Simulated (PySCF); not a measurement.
# C7H6ClNO: the cost of one run

Programs: PySCF 2.14.0, with routines of our own; each step states its level. All values are computed. Atoms count from 0.

## 1. The system as given

16 atoms, charge 0, multiplicity 1; geometry from: GFN2-xTB.

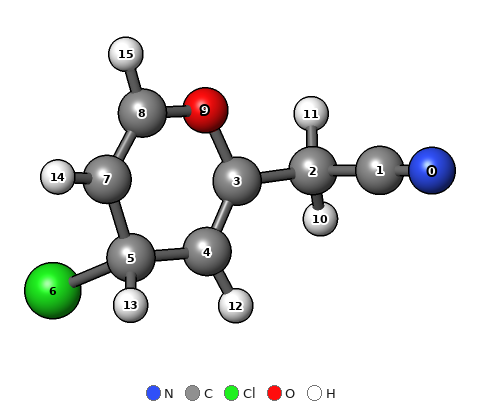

The starting geometry (nitrogen blue, carbon grey, chlorine green, oxygen red, hydrogen white).

## 2. Magnetic properties: GIAO B3LYP/pcSseg-1

What the job is given:

```
{"job": {"kind": "mag", "xc": "B3LYP", "basis": "pcSseg-1", "isotopologues": 0}, "charge": 0, "multiplicity": 1}
N      3.221732     1.250881     1.426685
C      2.724813     0.728610     0.541127
C      2.072939     0.067159    -0.565946
C      0.586574     0.019221    -0.315258
C     -0.025730    -0.938572     0.383151
C     -1.496243    -0.947918     0.558004
Cl    -2.201571    -2.258730    -0.565086
C     -2.080097     0.354673     0.162049
C     -1.364469     1.247726    -0.514656
O     -0.051351     1.110319    -0.820709
H      2.480569    -0.940572    -0.665820
H      2.268929     0.636460    -1.478300
H      0.537332    -1.766239     0.781200
H     -1.812516    -1.287336     1.544772
H     -3.117447     0.539971     0.379919
H     -1.751062     2.193291    -0.862545
```

With the program's defaults for keys left out, this is: GIAO B3LYP/pcSseg-1 magnetisability, rotational g tensor and spin-rotation constants, non-relativistic, gas phase.

On the command line:

```bash
$ OMP_NUM_THREADS=1 python excited_run.py task.json out
```

This one command runs all jobs of the session in turn.

**Question.** How long does this first job take on 1 thread of Arm Neoverse N1, shared host, and how much memory does it need?

About 90 s, with a peak of 0.95 GiB.
